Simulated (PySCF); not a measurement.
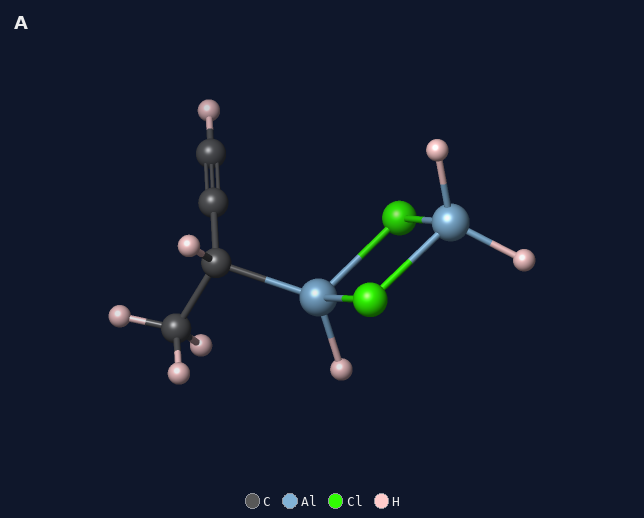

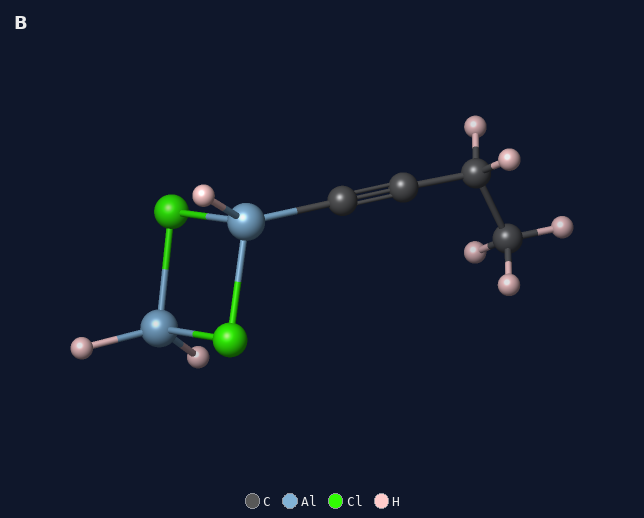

2 stationary structures of one formula. Geometries: GFN2-xTB. Electronic energies: PBE0/pcSseg-1 (PySCF 2.14.0), without zero-point energy. No frequency run is at hand to confirm each as a minimum. Each is one conformer, not always the lowest.

Question: Which structure is the most stable?

Answer: B is lowest; A lies 0.850 eV above it. A is `C#C[C@@H](C)[AlH-]1[Cl+][AlH2-][Cl+]1`, B is `CCC#[C][AlH-]1[Cl+][AlH2-][Cl+]1`.

The geometry is semi-empirical. Around Al such bond lengths and angles can be off by a tenth of an ångström or more and by several degrees, and values that hang on the shape move with them.
